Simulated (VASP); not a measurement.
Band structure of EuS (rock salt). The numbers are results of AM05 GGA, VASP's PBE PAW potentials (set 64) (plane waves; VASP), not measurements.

The 4f electrons are frozen in the core of the lanthanide potential, so 4f levels, which can set the real gap, and their magnetism are missing.

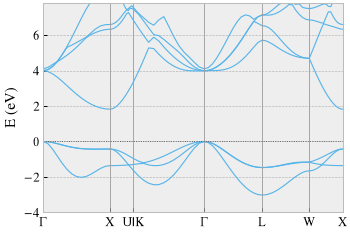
Bands along high-symmetry lines, zero at the valence-band maximum or, without a gap, the Fermi level

Question: Read the plot: is there a gap, and where are the band edges?

Answer: The gap is indirect, 1.82 eV, from the valence maximum at Γ to the conduction minimum at X. (Edges off the drawn lines would not show.)

The compound is EuS in the rock salt structure. It was relaxed first, which changed the volume by -8 %.
